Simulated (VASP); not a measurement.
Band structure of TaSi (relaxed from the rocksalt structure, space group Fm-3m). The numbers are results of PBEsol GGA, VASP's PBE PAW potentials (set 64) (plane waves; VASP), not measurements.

Unless said otherwise, spin-orbit coupling is left out, though it shifts the bands of the heavy elements here.

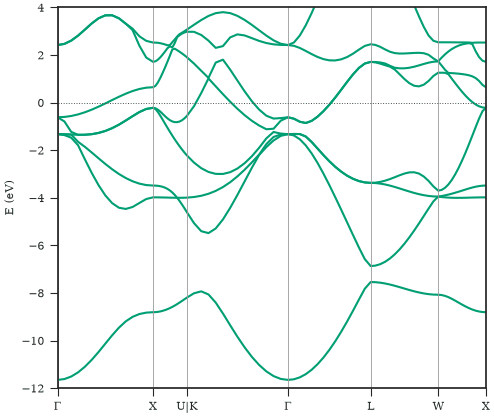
Figure. Bands along high-symmetry lines, zero at the valence-band maximum or, without a gap, the Fermi level

Task: Read the plot: is there a gap, and where are the band edges?

Result: It has no gap at this level: it comes out as a metal or semimetal. (Edges off the drawn lines would not show.)

The structure was generated: TaSi was put into the rocksalt type (Fm-3m), which need not be its known phase. It was relaxed first, which changed the volume by -21 %. The electron count is odd and the run is not spin-polarised, which forces a metal.
